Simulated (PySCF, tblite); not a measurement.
**C2H10SSi2: geometry, infrared bands and NMR shifts**

Aim: predict the infrared bands and NMR shifts of C2H10SSi2 (`[SiH3]CCS[SiH3]`).

The runs use tblite 0.8.0 and PySCF 2.14.0, with density-fitted response routines of our own; the level of theory stands in each step. All values are computed, except where a source is named. Atoms count from 0, in the outputs and in this text.

## Step 1: Starting geometry

15 atoms, charge 0, multiplicity 1; geometry from: force field or distance geometry start.

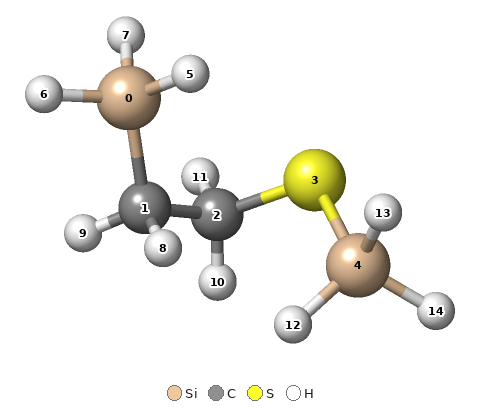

As it starts; silicon light orange, carbon grey, sulfur yellow, hydrogen white, atoms numbered.

## Step 2: Geometry optimisation with GFN2-xTB

What the job is given:

```
{"job": {"kind": "relax", "xc": "GFN2-xTB", "basis": "xTB"}, "charge": 0, "multiplicity": 1}
Si    -2.019200     0.674700    -0.140800
C     -0.879100    -0.343300     0.911100
C     -0.098500    -1.391400     0.112900
S      0.896800    -0.570400    -1.139300
Si     2.496900     0.575600    -0.292600
H     -1.317900     1.746300    -0.868400
H     -2.984700     1.355500     0.756100
H     -2.832600    -0.162800    -1.045100
H     -0.124400     0.347900     1.362100
H     -1.465000    -0.824800     1.757200
H      0.490000    -1.976600     0.854900
H     -0.822600    -2.148800    -0.332100
H      2.343400     0.859300     1.140000
H      2.493400     1.880300    -0.981800
H      3.819200    -0.013400    -0.580300
```

The run is started by

```console
$ OMP_NUM_THREADS=1 python probes_run.py task.json out
```

One launch serves the whole session: the jobs run in the order shown.

**Question.** This job is followed by: GFN2-xTB harmonic vibrations, gas phase; GIAO PBE0/pcSseg-1 NMR shielding, non-relativistic, gas phase. What will the session give for the following? strongest single infrared mode (GFN2-xTB); zero-point energy (GFN2-xTB); ¹³C shifts against TMS (PBE0/pcSseg-1); ¹H shifts against TMS (PBE0/pcSseg-1, means over atoms taken as alike); ²⁹Si shifts against TMS (PBE0/pcSseg-1); ³³S shifts against CS2 (PBE0/pcSseg-1); surface potential, least and greatest.

The runs gave:

| quantity | value |
| --- | --- |
| strongest single infrared mode (GFN2-xTB) | 784 cm⁻¹, 554 km/mol |
| zero-point energy (GFN2-xTB) | 65.6 kcal/mol |
| ¹³C shifts against TMS (PBE0/pcSseg-1) | 35.5, 14.1 ppm |
| ¹H shifts against TMS (PBE0/pcSseg-1, means over atoms taken as alike) | 4.64, 3.91, 2.76, 1.06 ppm |
| ²⁹Si shifts against TMS (PBE0/pcSseg-1) | -52.6, -73.3 ppm |
| ³³S shifts against CS2 (PBE0/pcSseg-1) | -195 ppm |
| surface potential, least and greatest | -0.99 V and 1.27 V |

What this shows: The optimisation took 99 steps and gained 0.358 eV; among the close pairs (by a distance rule), Si0–C1 changed most, from 1.855 to 1.908 Å. The lowest mode is imaginary (93i cm⁻¹), so the xTB geometry is not a minimum. Unscaled tight-binding wavenumbers are off by several per cent, some by more. Its intensities can rank the bands wrongly. At PBE0/pcSseg-1: The largest span, 369 ppm, is at S3, where the paramagnetic term is -360 ppm.
